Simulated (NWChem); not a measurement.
# Single-point calculation, with input and output: AlClOF

System: AlClOF, multiplicity 2, SMILES [O][Al]([F])[Cl].
Method: CCSD/def2-SVP, UHF (NWChem 7.3.0).

The geometry comes from this level: PBE0-D4/def2-TZVP.

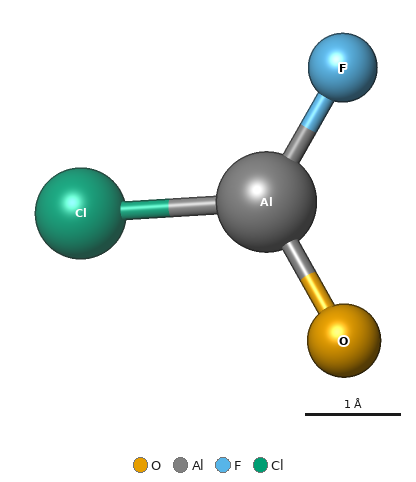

The structure (ball-and-stick view, seen at a tilt). Sticks mark near contacts. Bond lengths as drawn: Al–Cl 2.06 Å, Al–F 1.63 Å and Al–O 1.72 Å.

## Input
```
start work
memory 2200 mb

geometry units angstroms noautosym nocenter noautoz
 O     0.993300    0.591700    1.294800
 Al    0.061900   -0.095200    0.016700
 F     0.278100   -1.671200   -0.348900
 Cl   -1.277700    1.114400   -0.982900
end

basis "ao basis" spherical bse
 * library def2-SVP
end

scf
 doublet
 uhf
 thresh 1e-08
 maxiter 80
 tol2e 1e-05
 print low
end

tce
 scf
 ccsd
 freeze core 12
 maxiter 60
end

task tce
```

Launch command:
```bash
nwchem work.nw > work.out
```

## Output
```
Northwest Computational Chemistry Package (NWChem) 7.3.0
             --------------------------------------------------------

           Job information
           ---------------

    nwchem branch   = 7.3.0
    use scalapack   = T
    input           = work.nw
    prefix          = work.
    data base       = ./work.db
    status          = startup
    nproc           =        1

           Memory information
           ------------------

    heap     =     72089598 doubles =      550.0 Mbytes
    stack    =     72089595 doubles =      550.0 Mbytes
    global   =    144179200 doubles =     1100.0 Mbytes (distinct from heap & stack)
    total    =    288358393 doubles =     2200.0 Mbytes
    verify   = yes
    hardfail = no

           Directory information
           ---------------------

  0 permanent = .
  0 scratch   = .

                                NWChem Input Module
                                -------------------

 Scaling coordinates for geometry "geometry" by  1.889725989
 (inverse scale =  0.529177249)

                             Geometry "geometry" -> ""
                             -------------------------

 Output coordinates in angstroms (scale by  1.889725989 to convert to a.u.)

  No.       Tag          Charge          X              Y              Z
 ---- ---------------- ---------- -------------- -------------- --------------
    1 O                    8.0000     0.99330000     0.59170000     1.29480000
    2 Al                  13.0000     0.06190000    -0.09520000     0.01670000
    3 F                    9.0000     0.27810000    -1.67120000    -0.34890000
    4 Cl                  17.0000    -1.27770000     1.11440000    -0.98290000

      Atomic Mass
      -----------

      O                 15.994910
      Al                26.981540
      F                 18.998400
      Cl                34.968850

 Effective nuclear repulsion energy (a.u.)     186.7056670903

            Nuclear Dipole moment (a.u.)
            ----------------------------
        X                 Y               Z
 ---------------- ---------------- ----------------
   -19.7795729499    13.9839723155   -17.5251298455

            XYZ format geometry
            -------------------
     4
 geometry
 O                     0.99330000     0.59170000     1.29480000
 Al                    0.06190000    -0.09520000     0.01670000
 F                     0.27810000    -1.67120000    -0.34890000
 Cl                   -1.27770000     1.11440000    -0.98290000

 ==============================================================================
                                internuclear distances
 ------------------------------------------------------------------------------
       center one      |      center two      | atomic units |  angstroms
 ------------------------------------------------------------------------------
    2 Al               |   1 O                |     3.25827  |     1.72420
    3 F                |   2 Al               |     3.08447  |     1.63223
    4 Cl               |   2 Al               |     3.89891  |     2.06322
 ------------------------------------------------------------------------------
                         number of included internuclear distances:          3
 ==============================================================================

 ==============================================================================
                                 internuclear angles
 ------------------------------------------------------------------------------
        center 1       |       center 2       |       center 3       |  degrees
 ------------------------------------------------------------------------------
    1 O                |   2 Al               |   3 F                |   118.63
    1 O                |   2 Al               |   4 Cl               |   118.44
    3 F                |   2 Al               |   4 Cl               |   122.93
 ------------------------------------------------------------------------------
                            number of included internuclear angles:          3
 ==============================================================================

 Summary of "ao basis" -> "" (spherical)
 ------------------------------------------------------------------------------
       Tag                 Description            Shells   Functions and Types
 ---------------- ------------------------------  ------  ---------------------
 *                          def2-SVP                  on all atoms

                      Basis "ao basis" -> "ao basis" (spherical)
                      -----
  [basis functions not shown]

 Summary of "ao basis" -> "ao basis" (spherical)
 ------------------------------------------------------------------------------
       Tag                 Description            Shells   Functions and Types
 ---------------- ------------------------------  ------  ---------------------
 O                          def2-SVP                 6       14   3s2p1d
 Al                         def2-SVP                 8       18   4s3p1d
 F                          def2-SVP                 6       14   3s2p1d
 Cl                         def2-SVP                 8       18   4s3p1d

                                 NWChem SCF Module
                                 -----------------

  ao basis        = "ao basis"
  functions       =    64
  atoms           =     4
  alpha electrons =    24
  beta  electrons =    23
  charge          =   0.00
  wavefunction    = UHF
  input vectors   = atomic
  output vectors  = ./work.movecs
  use symmetry    = F
  symmetry adapt  = F

 Forming initial guess at       0.0s

 Starting SCF solution at       0.2s

  ga_iter_lsolve: convergence stagnant ... aborting solve
  ga_iter_lsolve: convergence stagnant ... aborting solve

       Final UHF  results
       ------------------

         Total SCF energy =   -875.501355194270
      One electron energy =  -1587.072833035870
      Two electron energy =    524.865810751252
 Nuclear repulsion energy =    186.705667090348

                       Sz =      0.5000
                 Sz(Sz+1) =      0.7500
                      S^2 =      0.7555

        Time for solution =     15.1s

                   NWChem Extensible Many-Electron Theory Module
                   ---------------------------------------------

              ======================================================
                   This portion of the program was automatically
                  generated by a Tensor Contraction Engine (TCE).
                  The development of this portion of the program
                 and TCE was supported by US Department of Energy,
                Office of Science, Office of Basic Energy Science.
                      TCE is a product of Battelle and PNNL.
              ======================================================

            General Information
            -------------------
      Number of processors :     1
         Wavefunction type : Unrestricted Hartree-Fock
          No. of electrons :    47
           Alpha electrons :    24
            Beta electrons :    23
           No. of orbitals :   128
            Alpha orbitals :    64
             Beta orbitals :    64
        Alpha frozen cores :    12
         Beta frozen cores :    12
     Alpha frozen virtuals :     0
      Beta frozen virtuals :     0
         Spin multiplicity : doublet
    Number of AO functions :    64
       Number of AO shells :    28
        Use of symmetry is : off
      Symmetry adaption is : off
         Schwarz screening : 0.10D-04

          Correlation Information
          -----------------------
          Calculation type : Coupled-cluster singles & doubles
   Perturbative correction : none
            Max iterations :       60
        Residual threshold : 0.10D-06
     T(0) DIIS level shift : 0.00D+00
     L(0) DIIS level shift : 0.00D+00
     T(1) DIIS level shift : 0.00D+00
     L(1) DIIS level shift : 0.00D+00
     T(R) DIIS level shift : 0.00D+00
     T(I) DIIS level shift : 0.00D+00
   CC-T/L Amplitude update :  5-th order DIIS
                I/O scheme : Global Array Library
        L-threshold :  0.10D-06
        EOM-threshold :  0.10D-06
 no EOMCCSD initial starts read in
 TCE RESTART OPTIONS
 READ_INT:   F
 WRITE_INT:  F
 READ_TA:    F
 WRITE_TA:   F
 READ_XA:    F
 WRITE_XA:   F
 READ_IN3:   F
 WRITE_IN3:  F
 SLICE:      F
 D4D5:       F
 quantumc:   F
 qrotation:  F
 pwtce:      F
 qducc:      F
 nacto:                         0
 nrotv:                         0
 nrot:                          0

            Memory Information
            ------------------
          Available GA space size is     144171008 doubles
          Available MA space size is     144175908 doubles

 Maximum block size        32 doubles

 tile_dim =     21

 Block   Spin    Irrep     Size     Offset   Alpha
 -------------------------------------------------
   1    alpha     a     12 doubles       0       1
   2    beta      a     11 doubles      12       2
   3    alpha     a     20 doubles      23       3
   4    alpha     a     20 doubles      43       4
   5    beta      a     20 doubles      63       5
   6    beta      a     21 doubles      83       6

 Global array virtual files algorithm will be used

 Parallel file system coherency ......... OK

 Fock matrix recomputed
 1-e file size   =             5408
 1-e file name   = ./work.f1

 tce_ao2e: fast2e=1
 half-transformed integrals in memory

 2-e (intermediate) file size =        26054656
 2-e (intermediate) file name = ./work.v2i

 tce_mo2e: fast2e=1
 2-e integrals stored in memory

 2-e file size   =         13998481
 2-e file name   = ./work.v2
 T1-number-of-tasks                    4

 t1 file size   =              931
 t1 file name   = ./work.t1
 t1 file handle =       -998
 T2-number-of-boxes                   10

 t2 file size   =           541861
 t2 file name   = ./work.t2
 t2 file handle =       -995
CCSD iterations
 ---------------------------------------------------------
 Iter          Residuum       Correlation     Cpu    Wall
 ---------------------------------------------------------
NEW TASK SCHEDULING
CCSD_T1_NTS --- OK
CCSD_T2_NTS --- OK
    1   0.1623381990870  -0.5081913317961     0.5     0.5
    2   0.0444006234370  -0.5257221672685     0.5     0.5
    3   0.0171166909329  -0.5321740592899     0.5     0.5
    4   0.0084133892651  -0.5335660886790     0.5     0.5
    5   0.0047605276660  -0.5342811979065     0.5     0.5
 MICROCYCLE DIIS UPDATE:                    5                    5
    6   0.0022951556159  -0.5345724800132     0.5     0.5
    7   0.0014111086564  -0.5347386113982     0.5     0.5
    8   0.0009711892278  -0.5347548610130     0.5     0.5
    9   0.0006941933707  -0.5347608843185     0.5     0.5
   10   0.0004954627295  -0.5347695707882     0.5     0.5
 MICROCYCLE DIIS UPDATE:                   10                    5
   11   0.0000909610257  -0.5347831478874     0.4     0.4
   12   0.0000634783561  -0.5347883801678     0.5     0.5
   13   0.0000534947085  -0.5347902228294     0.5     0.5
   14   0.0000469301430  -0.5347904371165     0.5     0.5
   15   0.0000422750736  -0.5347906633359     0.5     0.5
 MICROCYCLE DIIS UPDATE:                   15                    5
   16   0.0000271900191  -0.5347888610630     0.5     0.5
   17   0.0000203126367  -0.5347907110707     0.5     0.5
   18   0.0000176158719  -0.5347908531482     0.5     0.5
   19   0.0000154861676  -0.5347909398039     0.5     0.5
   20   0.0000140118642  -0.5347909613292     0.5     0.5
 MICROCYCLE DIIS UPDATE:                   20                    5
   21   0.0000089177244  -0.5347905604986     0.5     0.5
   22   0.0000065190357  -0.5347908376836     0.5     0.5
   23   0.0000055985869  -0.5347909798234     0.5     0.5
   24   0.0000049414559  -0.5347909745545     0.5     0.5
   25   0.0000044528595  -0.5347909896422     0.5     0.5
 MICROCYCLE DIIS UPDATE:                   25                    5
   26   0.0000028518343  -0.5347908266277     0.5     0.5
   27   0.0000021719971  -0.5347910001068     0.5     0.5
   28   0.0000018967790  -0.5347910070442     0.5     0.5
   29   0.0000016791451  -0.5347910152295     0.5     0.5
   30   0.0000015203180  -0.5347910156102     0.5     0.5
 MICROCYCLE DIIS UPDATE:                   30                    5
   31   0.0000009314584  -0.5347909863811     0.5     0.5
   32   0.0000006840378  -0.5347910037967     0.5     0.5
   33   0.0000005790834  -0.5347910170427     0.5     0.5
   34   0.0000005089932  -0.5347910161301     0.5     0.5
   35   0.0000004567959  -0.5347910177256     0.5     0.5
 MICROCYCLE DIIS UPDATE:                   35                    5
   36   0.0000002912902  -0.5347910042772     0.5     0.5
   37   0.0000002270083  -0.5347910194149     0.5     0.5
   38   0.0000001984422  -0.5347910198482     0.5     0.5
   39   0.0000001769362  -0.5347910205921     0.5     0.5
   40   0.0000001602555  -0.5347910205602     0.5     0.5
 MICROCYCLE DIIS UPDATE:                   40                    5
   41   0.0000000672539  -0.5347910196204     0.6     0.6
 -----------------------------------------------------------------
 Iterations converged
 CCSD correlation energy / hartree =        -0.534791019620421
 CCSD total energy / hartree       =      -876.036146213890447

 Singles contributions

 Doubles contributions

 Task  times  cpu:       40.2s     wall:       40.2s
 Total times  cpu:       40.2s     wall:       40.2s
```

## Summary

```csv
quantity,value
outcome,converged
total energy,−876.036146 hartree
SCF energy,−875.501355 hartree
correlation energy,−0.534791 hartree
basis functions,64
⟨S²⟩,0.755
hardware,"1 thread of Intel Xeon (Sapphire Rapids), 16 GiB of memory available, shared host"
wall time,41 s
peak memory,0.4 GiB
```
